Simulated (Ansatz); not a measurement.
# Direct or indirect: BP (F-43m)

```cif
data_structure
_symmetry_space_group_name_H-M 'F-43m'
_symmetry_Int_Tables_number 216
_cell_length_a 4.5380
_cell_length_b 4.5380
_cell_length_c 4.5380
_cell_angle_alpha 90.000
_cell_angle_beta 90.000
_cell_angle_gamma 90.000
_cell_volume 93.45
loop_
_atom_site_label
_atom_site_type_symbol
_atom_site_symmetry_multiplicity
_atom_site_Wyckoff_symbol
_atom_site_fract_x
_atom_site_fract_y
_atom_site_fract_z
_atom_site_occupancy
P1 P 4 c 0.25000 0.25000 0.25000 1
B1 B 4 a 0.00000 0.00000 0.00000 1
```

Method: Ansatz, PBE, independent particles, without spin-orbit coupling, line width 0.1 eV (Gaussian). The band structure gives a fundamental gap of 1.24 eV. The spectrum of vertical transitions near the edge:

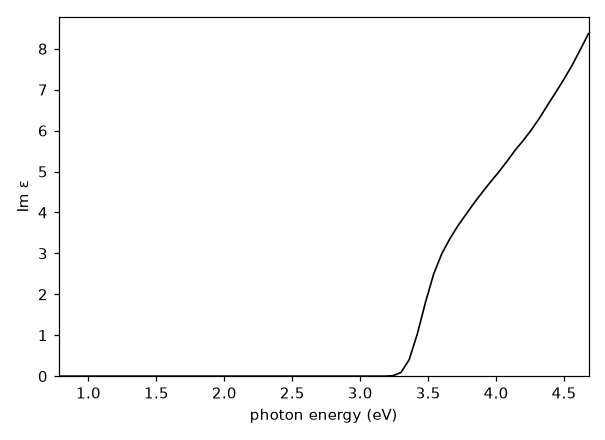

Question: Is the gap direct or indirect, and about where do vertical transitions set in?

Answer: Indirect, by the band path, whose least direct gap is 3.40 eV. The curves fit this: they stay near zero above 1.24 eV and rise only from about 3.4 eV, though a forbidden direct transition would look alike. Lines are broadened by 0.1 eV, which spreads the edge, and phonons, which would give weak absorption from the fundamental gap up, are left out.

[Logs are printed without paths, hosts, clocks, repeated set-up lines and the standing remarks that a program may print on its own settings, such as how far it seeks lower states.]
